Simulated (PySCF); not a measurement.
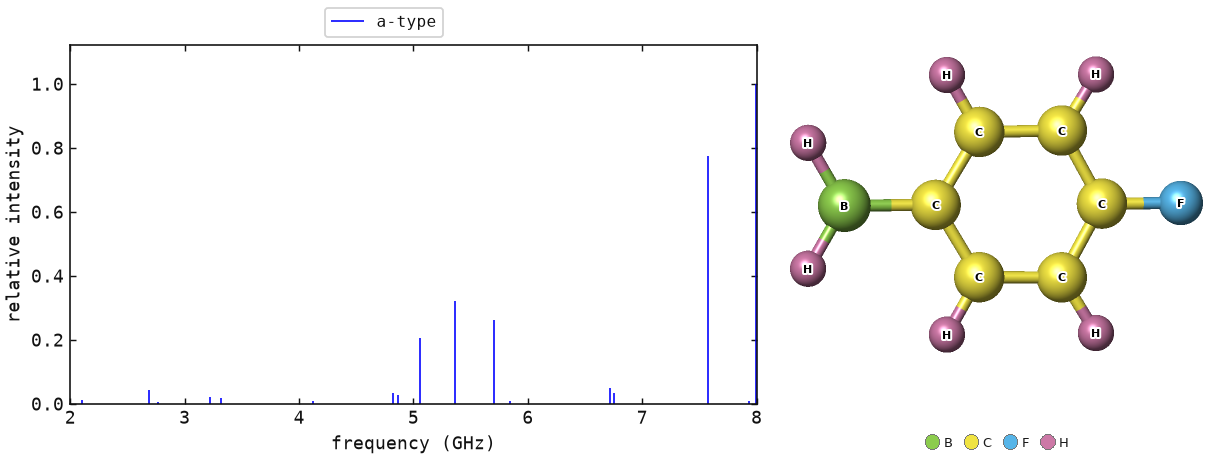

C₆H₆BF, SMILES Bc1ccc(F)cc1. Simulated rotational absorption lines between 2 and 8 GHz at 5 K: rigid rotor with the equilibrium constants and dipole of one optimised conformer (PBE0-D3(BJ)/def2-SVP, PySCF 2.14.0), commonest isotopes; no centrifugal distortion, hyperfine structure, internal rotation or nuclear-spin weights; lines within 1 MHz of each other are summed. Lines of different type are drawn apart.

### What are the rotational constants, and what kind of rotor is it?

Rotational constants A, B, C = 5.527, 1.506, 1.183 GHz; Ray's κ = −0.85, an asymmetric top on the prolate side.

### Assign the strongest lines, as J(Ka,Kc).

| GHz | upper | lower | type | relative intensity |
| --- | --- | --- | --- | --- |
| 7.99 | 3(0,3) | 2(0,2) | a | 1.00 |
| 7.57 | 3(1,3) | 2(1,2) | a | 0.77 |
| 5.36 | 2(0,2) | 1(0,1) | a | 0.32 |
| 5.70 | 2(1,1) | 1(1,0) | a | 0.26 |
| 5.06 | 2(1,2) | 1(1,1) | a | 0.21 |
| 6.71 | 6(1,5) | 6(1,6) | a | 0.05 |
| 2.69 | 1(0,1) | 0(0,0) | a | 0.04 |
| 6.76 | 10(2,8) | 10(2,9) | a | 0.03 |

Caveats: coarse grid, loose stop and no frequency check, small forces are noise and the end may be a saddle.
